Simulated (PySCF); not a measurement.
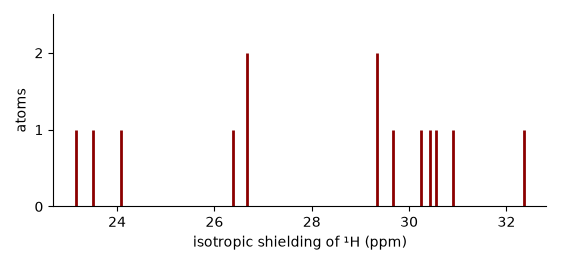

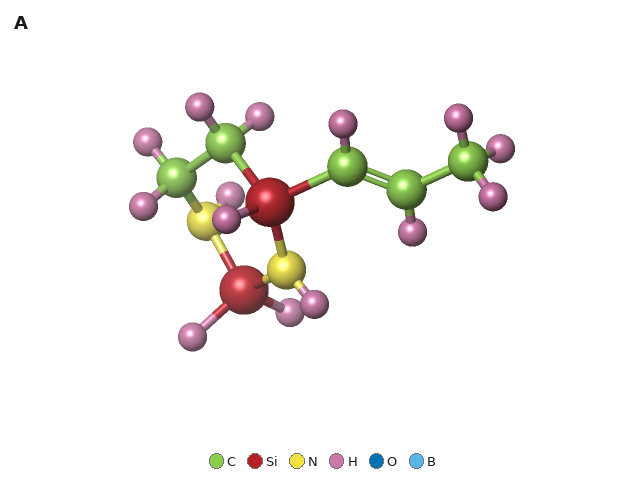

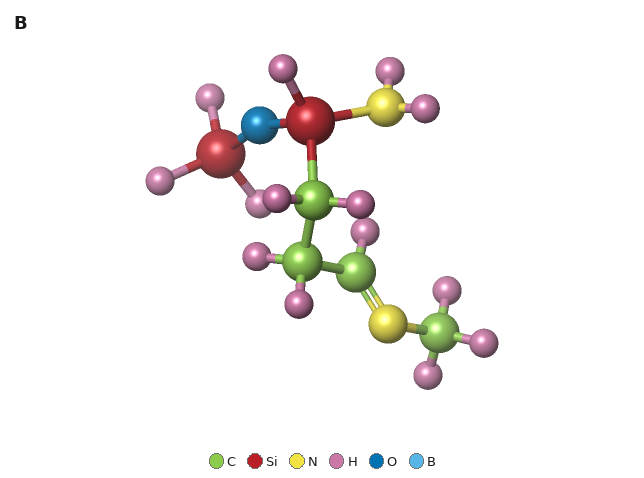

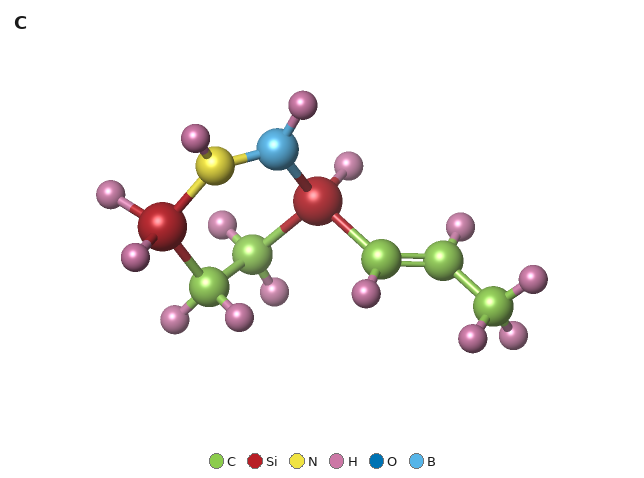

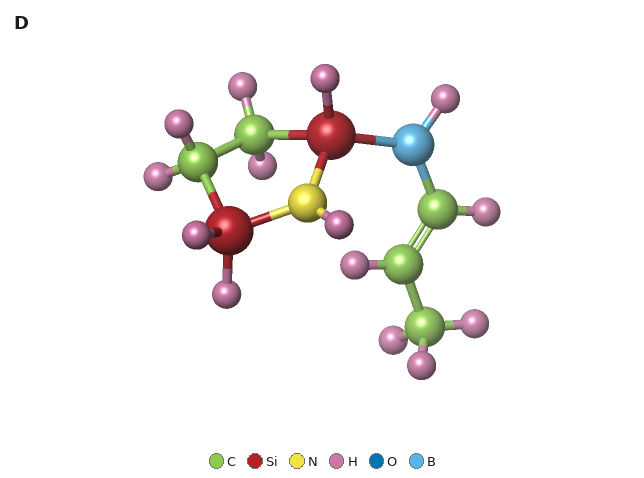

The sticks are computed shieldings of one of the molecules, for one fixed geometry (GFN2-xTB) without averaging over rotations. Low shielding means a high chemical shift. Method: GIAO PBE0/pcSseg-1 NMR shielding, non-relativistic, gas phase (PySCF 2.14.0).

> Match the spectrum to a structure.

D, `C/C=C/B[Si@H]1CC[SiH2]N1`. Its 14 H atoms give lines at 23.15, 23.51, 24.09, 26.39, 26.66 (2 atoms), 29.35 (2 atoms), 29.68, 30.25, 30.43, 30.55, 30.90, 32.36 ppm.

The geometry is semi-empirical. Around B, Si such bond lengths and angles can be off by a tenth of an ångström or more and by several degrees, and values that hang on the shape move with them.
